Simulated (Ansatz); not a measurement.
```xyz
9

O    -1.0371    0.5131   -1.1933
C    -0.3777    0.5844    0.0367
N     1.0585    0.2712    0.0596
Si    0.1713   -1.0252    0.7555
H    -0.9418    1.3603   -1.6394
H    -0.6383    1.4748    0.6101
H     1.5785    0.3250   -0.8036
H    -0.1506   -2.2386   -0.0280
H     0.4258   -1.3114    2.1852
```

Geometry: PBE0-D4/def2-TZVP.

Level of theory: Ansatz 0.2.0, RKS PBE0-D4/def2-TZVPP.

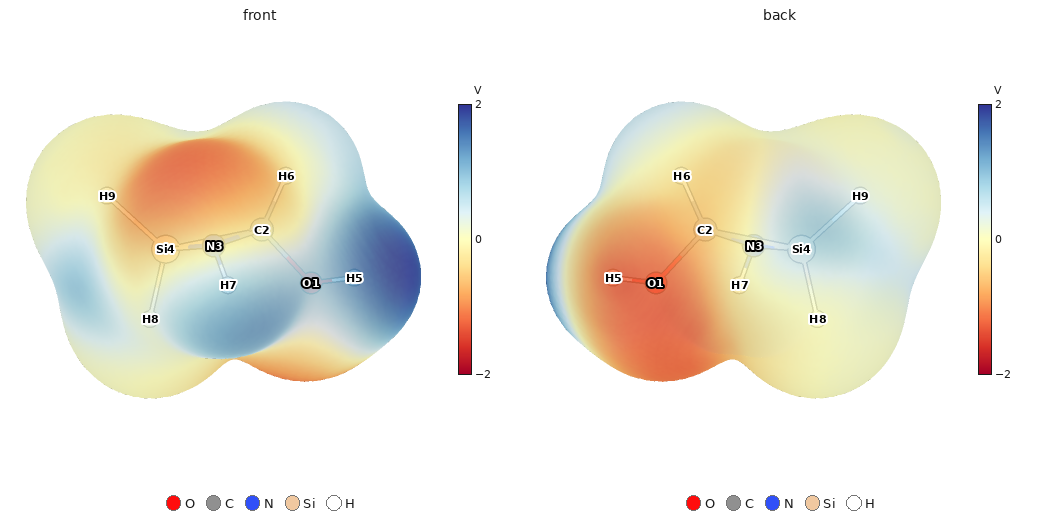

CH5NOSi (SMILES OC1N[SiH2]1). The molecular electrostatic potential painted on the density surface at 0.001 e/bohr³, seen from the front and from behind; red is negative and blue positive.

> Describe the electrostatic potential map.

The most negative region (about −1.3 V) lies over O1, the most positive (about +1.9 V) over H5. O1 is the likeliest acceptor of a hydrogen bond.
